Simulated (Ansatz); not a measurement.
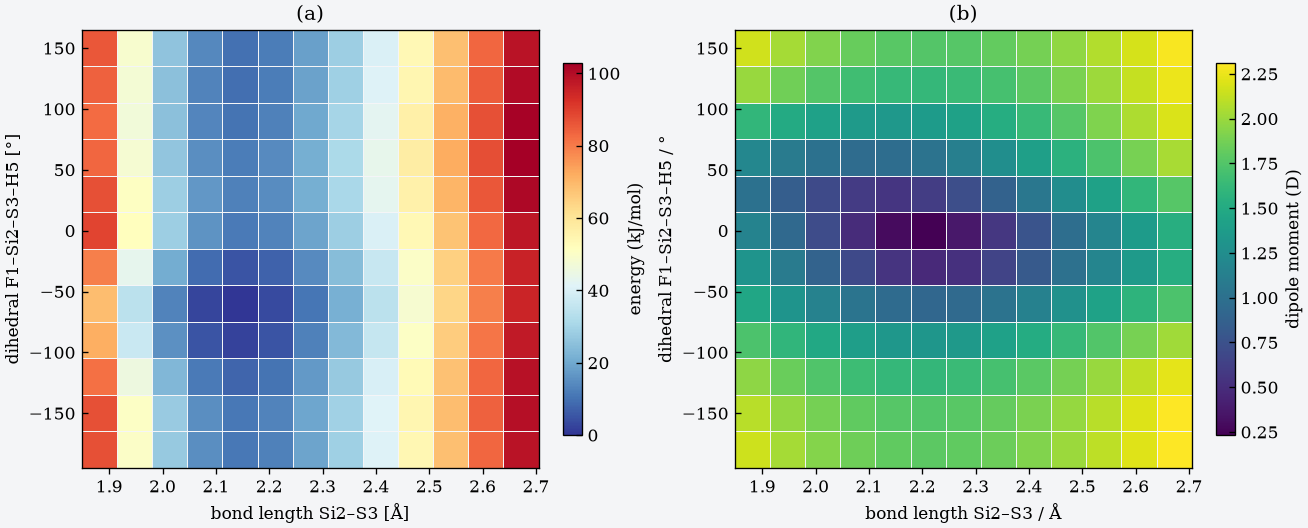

FH₂SSi, SMILES F[SiH]S, spin multiplicity 2. First axis: bond length Si2–S3. Second axis: dihedral F1–Si2–S3–H5. Nothing is relaxed (all other coordinates rigid). The grid has 13 × 12 points. Points are written as (first, second). All energies are given in kJ/mol relative to the lowest grid point. Method: UKS B3LYP-D4/def2-TZVP in Ansatz.

Panel (a) is the energy; panel (b) is the computed dipole moment, in D.

The picture shows one coloured cell a grid point.

> How does the dipole moment vary over the map, and what is it at the lowest grid point?

Leaving out the highest fifth of the energies, it runs from 0.23 D at (2.211 Å, 0°) to 2.10 D at (2.540 Å, −180°). At the lowest grid point, (2.145 Å, −60°), it is 0.95 D.
